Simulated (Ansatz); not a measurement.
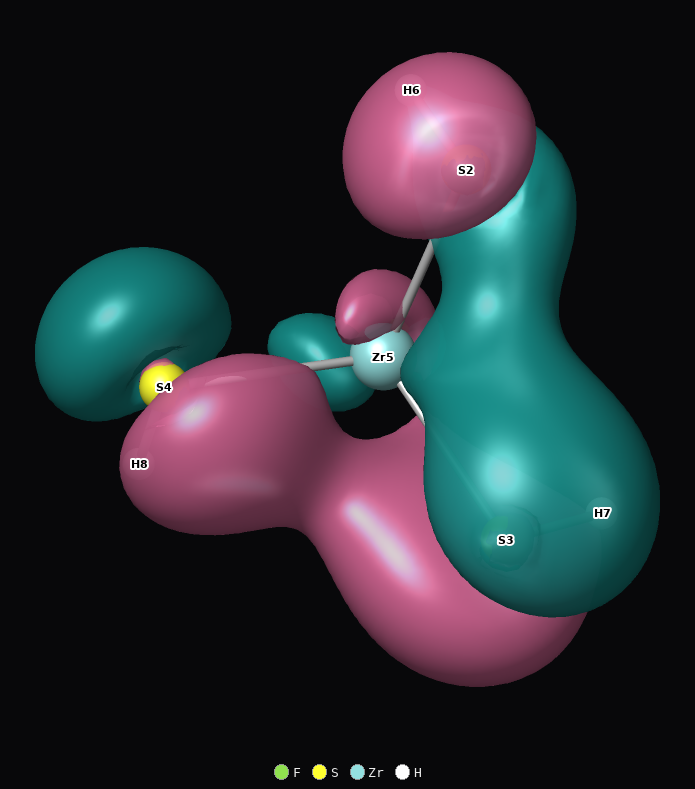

The picture shows: FH₃S₃Zr (SMILES [F][Zr]([SH])([SH])[SH]). The HOMO−1 at ±0.08 Å⁻³ᐟ² (teal and pink are the two phases), seen across its widest extent.

Geometry: PBE0-D4/def2-SVP; core potentials replace the inner electrons of Zr.

Computed with isolated molecule in a Gaussian basis; Kohn-Sham density functional theory, functional PBE0 in Ansatz 0.2.0.

```yaml
atoms:
  - { symbol: F, position_ang: [-1.5668, 0.2646, 1.1856] }
  - { symbol: S, position_ang: [2.0282, 0.2167, 1.2525] }
  - { symbol: S, position_ang: [-0.0052, 1.6370, -1.7488] }
  - { symbol: S, position_ang: [-0.0736, -2.1822, -0.9850] }
  - { symbol: Zr, position_ang: [-0.0687, 0.0114, 0.0504] }
  - { symbol: H, position_ang: [1.5115, -0.4487, 2.3166] }
  - { symbol: H, position_ang: [-0.4081, 2.6210, -0.9055] }
  - { symbol: H, position_ang: [-1.4172, -2.1198, -1.1659] }
```

What is the character of this orbital?

By Hirshfeld shares it lies mainly on S3 (about 50 %), S2 (about 15 %), S4 (about 15 %) and Zr5 (about 15 %); largely a combination of lone pairs on S3, S2 and S4. It is one of a degenerate set, so its orientation is arbitrary. Its energy is −8.29 eV.
